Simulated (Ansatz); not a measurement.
**CHF2GeN: single points with varied inputs**

Aim: run CHF2GeN under a spread of inputs, and see what each costs and gives.

Computed with Ansatz 0.2.0, Gaussian basis. Level: the settings change from run to run.

### Step 1. The geometry

An earlier PBE0-D4 in a triple-zeta def2 set relaxation fixed the geometry.

SMILES `N#[C][GeH]([F])[F]`, 6 atoms, charge 0, spin multiplicity 1.

Atoms are counted from 1 here; the program's logs count them from 0.

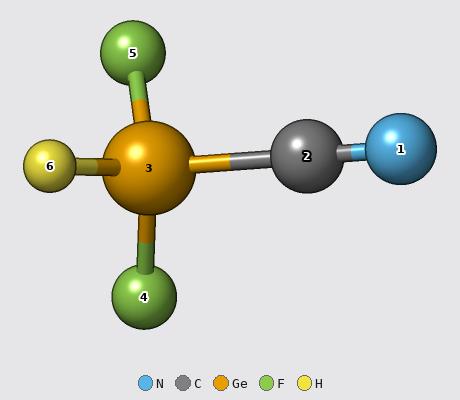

The geometry (nitrogen blue, carbon grey, germanium amber, fluorine green, hydrogen yellow); atoms are numbered from 1 in the order of the file.

As a file:

```
N     1.93542   -1.31605    0.91233
C     1.04913   -0.71553    0.49117
Ge   -0.43252    0.31637   -0.13158
F    -1.56864   -0.79535   -0.76448
F     0.13540    1.23077   -1.46146
H    -1.07669    1.21569    0.90782
```

### Step 2. B97/cc-pVDZ

Options: coordinates scaled by 1.12, a grid of angular degree 47, finite nuclei, the search for lower states set to light.

Contents of in.yaml:

```yaml
crystal:
  periodic: [false, false, false]
  atoms:
    - {symbol: N, position_ang: [2.167667, -1.473981, 1.021805]}
    - {symbol: C, position_ang: [1.175027, -0.801395, 0.550115]}
    - {symbol: Ge, position_ang: [-0.484424, 0.354335, -0.147367]}
    - {symbol: F, position_ang: [-1.756876, -0.890791, -0.856221]}
    - {symbol: F, position_ang: [0.151654, 1.378466, -1.636832]}
    - {symbol: H, position_ang: [-1.205894, 1.361573, 1.016756]}
basis:
  gaussian: {orbitals: cc-pVDZ, final_grid: {core_spheres: 20, valence_spheres: 16, degree: 47}, nuclear_model: gaussian}
hamiltonian: {xc: {name: B97}}
scf: {lower_state_search: light}
output: {forces: true}
```

On the command line:

```sh
$ ansatz run in.yaml --threads 2 --pin off --events-out ev --progress --plain --max-ram 32768MiB --backend cpu
```

What it wrote, shortened:

```text
Functional definition: B97
  name "B97"
  cite "Becke, J. Chem. Phys. 107, 8554 (1997) doi:10.1063/1.475007"
[...]
      + integral(e_c_pw_opposite_spin*poly(b97_u_opposite, cos0, cos1, cos2))
902 factors; integrals over basis functions are off by at most 1.1e-3 eV
[...]
mean field -64488.12254249 eV, -2369.8947918171 hartree, gradient 3.0e-5 eV, S^2 0.000000; 0 other end points of the search recorded, 0 dependent functions left out
[...]
reference -64488.12256077 eV, -2369.8947924887 hartree; 32, 32 occupied and 56, 56 virtual orbitals, 902 factors
Total energy: -64488.12256077 eV, -2369.8947924887 hartree
Atom 0 at     2.167667    -1.473981     1.021805 Å, force    -7.525552     5.100415    -3.572306 eV/Å
Atom 1 at     1.175027    -0.801395     0.550115 Å, force     5.560955    -3.734363     2.740179 eV/Å
Atom 2 at    -0.484424     0.354335    -0.147367 Å, force    -0.154110    -0.464382    -1.726753 eV/Å
Atom 3 at    -1.756876    -0.890791    -0.856221 Å, force     2.335920     2.265720     1.307546 eV/Å
Atom 4 at     0.151654     1.378466    -1.636832 Å, force    -1.147243    -1.875788     2.732203 eV/Å
Atom 5 at    -1.205894     1.361573     1.016756 Å, force     0.930030    -1.291601    -1.480869 eV/Å
Dipole moment:    -0.404029     0.473519     0.388713 e Å
```

Run time: 4 s. Hardware: 2 threads, shared host.

Largest force 9.768 eV/Å, dipole 3.52 D.

### Step 3. B2PLYP/cc-pVTZ-DK

Set apart from the defaults: a point charge of 1.00 e beside it, high accuracy.

Contents of in.yaml:

```yaml
crystal:
  periodic: [false, false, false]
  atoms:
    - {symbol: N, position_ang: [1.935417, -1.316054, 0.912326]}
    - {symbol: C, position_ang: [1.049131, -0.715531, 0.491174]}
    - {symbol: Ge, position_ang: [-0.432522, 0.316371, -0.131577]}
    - {symbol: F, position_ang: [-1.568639, -0.795349, -0.764483]}
    - {symbol: F, position_ang: [0.135405, 1.230773, -1.461457]}
    - {symbol: H, position_ang: [-1.076691, 1.215690, 0.907818]}
basis:
  gaussian: {orbitals: cc-pVTZ-DK, point_charges: [{charge: 1.00, position_ang: [5.960, 0.014, 0.942]}]}
hamiltonian: {xc: {name: B2PLYP}}
accuracy: high
output: {forces: true}
```

Same command.

What it wrote, shortened:

```text
Functional definition: B2PLYP
  name "B2PLYP"
  cite "Grimme, J. Chem. Phys. 124, 034108 (2006) doi:10.1063/1.2148954"
  cite "Becke, Phys. Rev. A 38, 3098 (1988) doi:10.1103/PhysRevA.38.3098"
  cite "Lee, Yang & Parr, Phys. Rev. B 37, 785 (1988) doi:10.1103/PhysRevB.37.785"
[...]
2841 factors; integrals over basis functions are off by at most 4.4e-9 eV
[...]
mean field -65074.47283283 eV, -2391.4427675444 hartree, gradient 7.4e-8 eV, S^2 0.000000; 0 other end points of the search recorded, 0 dependent functions left out
13 core orbitals not correlated: weight in the atoms' cores, before any rotation towards them, 1.000 or more for the frozen orbitals, at most 0.000 for the correlated occupied ones
reference -65074.47285713 eV, -2391.4427684377 hartree; 19, 19 occupied and 145, 145 virtual orbitals, 2841 factors
second order -34.17400761 eV of doubles, -0.00000000 eV of singles
[...]
Total energy: -65083.69983919 eV, -2391.7818537739 hartree
Relativity: scalar
Atom 0 at     1.935417    -1.316054     0.912326 Å, force     0.999859    -0.392557     0.344538 eV/Å
Atom 1 at     1.049131    -0.715531     0.491174 Å, force    -0.660218     0.420607    -0.326786 eV/Å
Atom 2 at    -0.432522     0.316371    -0.131577 Å, force    -0.770058     0.233683     0.023082 eV/Å
Atom 3 at    -1.568639    -0.795349    -0.764483 Å, force     0.185024     0.047047     0.074719 eV/Å
Atom 4 at     0.135405     1.230773    -1.461457 Å, force     0.158662    -0.037591     0.052679 eV/Å
Atom 5 at    -1.076691     1.215690     0.907818 Å, force     0.193287    -0.186061    -0.169076 eV/Å
Dipole moment:    -0.578920     0.446588     0.221018 e Å
```

It took 97 s on 2 threads, shared host; peak memory 0.9 GiB.

Largest force 1.128 eV/Å, dipole 3.67 D.

### Step 4. PBEsol/def2-TZVPD

This run has charge +1, multiplicity 2, restricted open-shell orbitals, atoms shaken by 0.03 Å, D3(BJ) dispersion.

Contents of in.yaml:

```yaml
crystal:
  periodic: [false, false, false]
  atoms:
    - {symbol: N, position_ang: [1.887870, -1.367221, 0.895131]}
    - {symbol: C, position_ang: [1.056419, -0.646296, 0.469729]}
    - {symbol: Ge, position_ang: [-0.437331, 0.297479, -0.092960]}
    - {symbol: F, position_ang: [-1.543384, -0.776814, -0.741810]}
    - {symbol: F, position_ang: [0.174712, 1.211186, -1.468136]}
    - {symbol: H, position_ang: [-1.085429, 1.244072, 0.883307]}
basis:
  gaussian: {orbitals: def2-TZVPD}
total_charge: 1
magnetization: {spin_polarized: false, initial_magnetization: 1}
hamiltonian: {xc: {name: PBEsol}, dispersion: d3bj}
output: {forces: true}
```

Same command.

What it wrote, shortened:

```text
Functional definition: PBEsol
  name "PBEsol"
  cite "Perdew et al., Phys. Rev. Lett. 100, 136406 (2008) doi:10.1103/PhysRevLett.100.136406"
  cite "Perdew, Burke & Ernzerhof, Phys. Rev. Lett. 77, 3865 (1996) doi:10.1103/PhysRevLett.77.3865"
  parent pbesol
[...]
1171 factors; their error is unknown
[...]
mean field -64404.34867774 eV, -2366.8161590715 hartree, gradient 1.6e-5 eV, S^2 0.750000; 12 other end points of the search recorded, 0 dependent functions left out
[...]
reference -64404.34873041 eV, -2366.8161610072 hartree; 32, 31 occupied and 185, 186 virtual orbitals, 1171 factors
Total energy: -64404.39121319 eV, -2366.8177222204 hartree
Atom 0 at     1.887870    -1.367221     0.895131 Å, force    -1.155056     0.994344    -0.678608 eV/Å
Atom 1 at     1.056419    -0.646296     0.469729 Å, force     2.519906    -1.771155     1.341012 eV/Å
Atom 2 at    -0.437331     0.297479    -0.092960 Å, force    -0.096136     1.244376    -1.897527 eV/Å
Atom 3 at    -1.543384    -0.776814    -0.741810 Å, force    -0.776400    -0.763301    -0.252091 eV/Å
Atom 4 at     0.174712     1.211186    -1.468136 Å, force    -0.168312    -0.318043     0.758116 eV/Å
Atom 5 at    -1.085429     1.244072     0.883307 Å, force    -0.324001     0.613780     0.729097 eV/Å
Dipole moment:     0.086279     0.181821     0.632545 e Å
```

Wall time 66 s (2 threads, shared host); peak memory 0.46 GiB.

Largest force 3.359 eV/Å.

### Step 5. PBE0-DH/aug-cc-pVTZ

Set apart from the defaults: unrestricted orbitals.

Contents of in.yaml:

```yaml
crystal:
  periodic: [false, false, false]
  atoms:
    - {symbol: N, position_ang: [1.935417, -1.316054, 0.912326]}
    - {symbol: C, position_ang: [1.049131, -0.715531, 0.491174]}
    - {symbol: Ge, position_ang: [-0.432522, 0.316371, -0.131577]}
    - {symbol: F, position_ang: [-1.568639, -0.795349, -0.764483]}
    - {symbol: F, position_ang: [0.135405, 1.230773, -1.461457]}
    - {symbol: H, position_ang: [-1.076691, 1.215690, 0.907818]}
basis:
  gaussian: {orbitals: aug-cc-pVTZ}
magnetization: {spin_polarized: true, initial_magnetization: 0}
hamiltonian: {xc: {name: PBE0-DH}}
output: {forces: true}
```

Launched as before.

What it wrote, shortened:

```text
Functional definition: PBE0-DH
  name "PBE0-DH"
  cite "Brémond & Adamo, J. Chem. Phys. 135, 024106 (2011) doi:10.1063/1.3604569"
  cite "Perdew, Burke & Ernzerhof, Phys. Rev. Lett. 77, 3865 (1996) doi:10.1103/PhysRevLett.77.3865"
[...]
1631 factors; integrals over basis functions are off by at most 1.3e-3 eV
[...]
mean field -64478.09239545 eV, -2369.5261907120 hartree, gradient 1.1e-6 eV, S^2 0.000000; 0 other end points of the search recorded, 0 dependent functions left out
13 core orbitals not correlated: weight in the atoms' cores, before any rotation towards them, 1.000 or more for the frozen orbitals, at most 0.000 for the correlated occupied ones
reference -64478.09242607 eV, -2369.5261918372 hartree; 19, 19 occupied and 234, 234 virtual orbitals, 1631 factors
second order -35.27557953 eV of doubles, -0.00000000 eV of singles
[...]
Total energy: -64482.50187351 eV, -2369.6882360418 hartree
Atom 0 at     1.935417    -1.316054     0.912326 Å, force    -0.105013     0.072684    -0.045453 eV/Å
Atom 1 at     1.049131    -0.715531     0.491174 Å, force    -0.032696     0.023085    -0.012830 eV/Å
Atom 2 at    -0.432522     0.316371    -0.131577 Å, force    -0.071387    -0.031558    -0.266276 eV/Å
Atom 3 at    -1.568639    -0.795349    -0.764483 Å, force     0.258878     0.253067     0.144180 eV/Å
Atom 4 at     0.135405     1.230773    -1.461457 Å, force    -0.129188    -0.208346     0.302904 eV/Å
Atom 5 at    -1.076691     1.215690     0.907818 Å, force     0.079407    -0.108932    -0.122525 eV/Å
Dipole moment:    -0.387268     0.419759     0.273412 e Å
```

Run time: 2.5 min. Hardware: 2 threads, shared host; peak memory 1.5 GiB.

Largest force 0.390 eV/Å, dipole 3.04 D, ⟨S²⟩ 0.000.

### Step 6. PBEsol/def2-TZVP

Options: D3(BJ) with three-body dispersion, the search for lower states set to off.

in.yaml: that of step 5 with these lines changed.

```diff
@@ -10,5 +10,5 @@
 basis:
-  gaussian: {orbitals: aug-cc-pVTZ}
-magnetization: {spin_polarized: true, initial_magnetization: 0}
-hamiltonian: {xc: {name: PBE0-DH}}
+  gaussian: {orbitals: def2-TZVP}
+hamiltonian: {xc: {name: PBEsol}, dispersion: d3bjatm}
+scf: {lower_state_search: off}
 output: {forces: true}
```

The command is unchanged.

What it wrote, shortened:

```text
Functional definition: PBEsol
  name "PBEsol"
  cite "Perdew et al., Phys. Rev. Lett. 100, 136406 (2008) doi:10.1103/PhysRevLett.100.136406"
  cite "Perdew, Burke & Ernzerhof, Phys. Rev. Lett. 77, 3865 (1996) doi:10.1103/PhysRevLett.77.3865"
  parent pbesol
[...]
1049 factors; their error is unknown
[...]
mean field -64416.81605608 eV, -2367.2743267750 hartree, gradient 1.5e-6 eV, S^2 0.000000; 0 other end points of the search recorded, 0 dependent functions left out
[...]
reference -64416.81608550 eV, -2367.2743278558 hartree; 32, 32 occupied and 146, 146 virtual orbitals, 1049 factors
Total energy: -64416.85835942 eV, -2367.2758813939 hartree
Atom 0 at     1.935417    -1.316054     0.912326 Å, force     1.133732    -0.768357     0.538245 eV/Å
Atom 1 at     1.049131    -0.715531     0.491174 Å, force    -1.115374     0.753294    -0.537151 eV/Å
Atom 2 at    -0.432522     0.316371    -0.131577 Å, force     0.196497    -0.064148     0.293937 eV/Å
Atom 3 at    -1.568639    -0.795349    -0.764483 Å, force    -0.248068    -0.240783    -0.134176 eV/Å
Atom 4 at     0.135405     1.230773    -1.461457 Å, force     0.123474     0.200983    -0.286141 eV/Å
Atom 5 at    -1.076691     1.215690     0.907818 Å, force    -0.090261     0.119011     0.125286 eV/Å
Dipole moment:    -0.382504     0.402946     0.236184 e Å
Checks for a lower state left out: stability, starts, cluster_reference, orbital_swaps, neighbouring_geometries, increment
```

It took 3.5 s on 2 threads, shared host.

Largest force 1.472 eV/Å, dipole 2.90 D.

### Step 7. r2SCANh/cc-pVDZ

Options: charge +1, multiplicity 2, restricted open-shell orbitals, atoms shaken by 0.08 Å, D4 dispersion.

Contents of in.yaml:

```yaml
crystal:
  periodic: [false, false, false]
  atoms:
    - {symbol: N, position_ang: [1.967894, -1.204167, 0.922125]}
    - {symbol: C, position_ang: [1.086630, -0.688900, 0.406538]}
    - {symbol: Ge, position_ang: [-0.368905, 0.254869, -0.085721]}
    - {symbol: F, position_ang: [-1.543700, -0.806887, -0.666105]}
    - {symbol: F, position_ang: [-0.003956, 1.319328, -1.436940]}
    - {symbol: H, position_ang: [-1.090110, 1.138495, 1.034233]}
basis:
  gaussian: {orbitals: cc-pVDZ}
total_charge: 1
magnetization: {spin_polarized: false, initial_magnetization: 1}
hamiltonian: {xc: {name: r2SCANh}, dispersion: d4}
```

Same command.

What it wrote, shortened:

```text
Functional definition: r2SCANh
  name "r2SCANh"
  cite "Bursch, Neugebauer, Ehlert & Grimme, J. Chem. Phys. 156, 134105 (2022) doi:10.1063/5.0086040"
  cite "Furness, Kaplan, Ning, Perdew & Sun, J. Phys. Chem. Lett. 11, 8208 (2020) doi:10.1021/acs.jpclett.0c02405"
  cite "Furness, Kaplan, Ning, Perdew & Sun, J. Phys. Chem. Lett. 11, 9248 (2020) doi:10.1021/acs.jpclett.0c03077"
  parent r2scan
[...]
899 factors; integrals over basis functions are off by at most 8.0e-4 eV
[...]
mean field -64477.89743646 eV, -2369.5190261013 hartree, gradient 1.0e-5 eV, S^2 0.750000; 12 other end points of the search recorded, 0 dependent functions left out
reference -64477.89744417 eV, -2369.5190263848 hartree; 32, 31 occupied and 56, 57 virtual orbitals, 899 factors
Total energy: -64477.92282201 eV, -2369.5199590030 hartree
```

It took 53 s on 2 threads, shared host.

### Step 8. PBEsol/def2-TZVPD

Options: coordinates scaled by 1.25, D4 dispersion.

Contents of in.yaml:

```yaml
crystal:
  periodic: [false, false, false]
  atoms:
    - {symbol: N, position_ang: [2.419271, -1.645068, 1.140407]}
    - {symbol: C, position_ang: [1.311414, -0.894414, 0.613967]}
    - {symbol: Ge, position_ang: [-0.540652, 0.395464, -0.164472]}
    - {symbol: F, position_ang: [-1.960799, -0.994186, -0.955603]}
    - {symbol: F, position_ang: [0.169256, 1.538467, -1.826821]}
    - {symbol: H, position_ang: [-1.345864, 1.519613, 1.134772]}
basis:
  gaussian: {orbitals: def2-TZVPD}
hamiltonian: {xc: {name: PBEsol}, dispersion: d4}
```

Launched as before.

What it wrote:

```text
Functional definition: PBEsol
  name "PBEsol"
  cite "Perdew et al., Phys. Rev. Lett. 100, 136406 (2008) doi:10.1103/PhysRevLett.100.136406"
  cite "Perdew, Burke & Ernzerhof, Phys. Rev. Lett. 77, 3865 (1996) doi:10.1103/PhysRevLett.77.3865"
  parent pbesol
  exchange = pbesol_x
  correlation = pbesol_c
1171 factors; their error is unknown
mean field evaluation 1: about -64396.9531 eV, gradient 8.2e1 eV
mean field evaluation 2: about -64106.5854 eV, gradient 3.3e2 eV
mean field evaluation 4: about -64404.1986 eV, gradient 5.0e1 eV
mean field evaluation 8: about -64410.1762 eV, gradient 1.4e0 eV
mean field evaluation 16: about -64410.1725 eV, gradient 4.0e-4 eV
mean field -64410.17246732 eV, -2367.0301793910 hartree, gradient 9.9e-6 eV, S^2 0.000000; 0 other end points of the search recorded, 0 dependent functions left out
reference -64410.17252894 eV, -2367.0301816555 hartree; 32, 32 occupied and 185, 185 virtual orbitals, 1171 factors
Total energy: -64410.21139377 eV, -2367.0316099118 hartree
```

It took 6.5 s on 2 threads, shared host.

### Step 9. wB97/aug-pcseg-2

Contents of in.yaml:

```yaml
crystal:
  periodic: [false, false, false]
  atoms:
    - {symbol: N, position_ang: [1.935417, -1.316054, 0.912326]}
    - {symbol: C, position_ang: [1.049131, -0.715531, 0.491174]}
    - {symbol: Ge, position_ang: [-0.432522, 0.316371, -0.131577]}
    - {symbol: F, position_ang: [-1.568639, -0.795349, -0.764483]}
    - {symbol: F, position_ang: [0.135405, 1.230773, -1.461457]}
    - {symbol: H, position_ang: [-1.076691, 1.215690, 0.907818]}
basis:
  gaussian: {orbitals: aug-pcseg-2}
hamiltonian: {xc: {name: wB97}}
```

The command is unchanged.

What it wrote, shortened:

```text
Functional definition: wB97
  name "wB97"
  cite "Chai & Head-Gordon, J. Chem. Phys. 128, 084106 (2008) doi:10.1063/1.2834918"
  cite "Becke, J. Chem. Phys. 107, 8554 (1997) doi:10.1063/1.475007"
[...]
  # The coefficients of nought are those of the uniform gas.
[...]
      + integral(e_c_pw_opposite_spin*poly(b97_u_opposite, 1, cos1, cos2, cos3, cos4))
1268 factors; their error is unknown
585 factors; integrals over basis functions are off by at most 3.1e-5 eV
[...]
mean field -64504.12914557 eV, -2370.4830236305 hartree, gradient 4.1e-5 eV, S^2 0.000000; 0 other end points of the search recorded, 0 dependent functions left out
reference -64504.12912744 eV, -2370.4830229643 hartree; 32, 32 occupied and 234, 234 virtual orbitals, 1268 factors
Total energy: -64504.12912744 eV, -2370.4830229643 hartree
```

Run time: 23 s. Hardware: 2 threads, shared host; peak memory 0.7 GiB.

### Step 10. The runs in one table

```csv
level,charge,multiplicity,geometry,functions,energy (eV),time
B97/cc-pVDZ,0,1,scaled,88,-64488.123,4 s
B2PLYP/cc-pVTZ-DK,0,1,"relaxed, point charge",177,-65083.700,97 s
PBEsol/def2-TZVPD,1,2,shaken,217,-64404.391,66 s
PBE0-DH/aug-cc-pVTZ,0,1,relaxed,266,-64482.502,2.5 min
PBEsol/def2-TZVP,0,1,relaxed,178,-64416.858,3.5 s
r2SCANh/cc-pVDZ,1,2,shaken,88,-64477.923,53 s
PBEsol/def2-TZVPD,0,1,scaled,217,-64410.211,6.5 s
wB97/aug-pcseg-2,0,1,relaxed,266,-64504.129,23 s
```

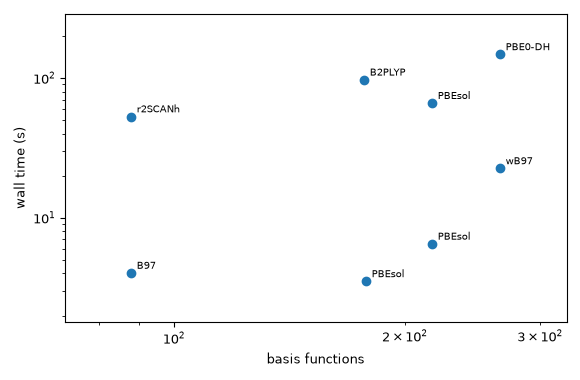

Wall time against the number of basis functions (shared host).

### Step 11. What came out

| quantity | value |
| --- | --- |
| runs | 8 |
| quickest | PBEsol/def2-TZVP, 3.5 s |
| slowest | PBE0-DH/aug-cc-pVTZ, 2.5 min |
| spread of total energies, same state and geometry | 87.3 eV |
| dipole, same state and geometry | 2.90 to 3.04 D |

**Reading.** PBE0-DH/aug-cc-pVTZ took 42 times as long as PBEsol/def2-TZVP. The jobs differ in tasks and options as well as level. The totals spread over 87 eV; they can't be compared across methods or bases. At the PBE0-D4/def2-TZVP geometry and in the same state, runs without warnings or point charges leave forces up to 1.47 eV/Å (PBEsol/def2-TZVP), against 9.8 eV/Å where the atoms were moved.
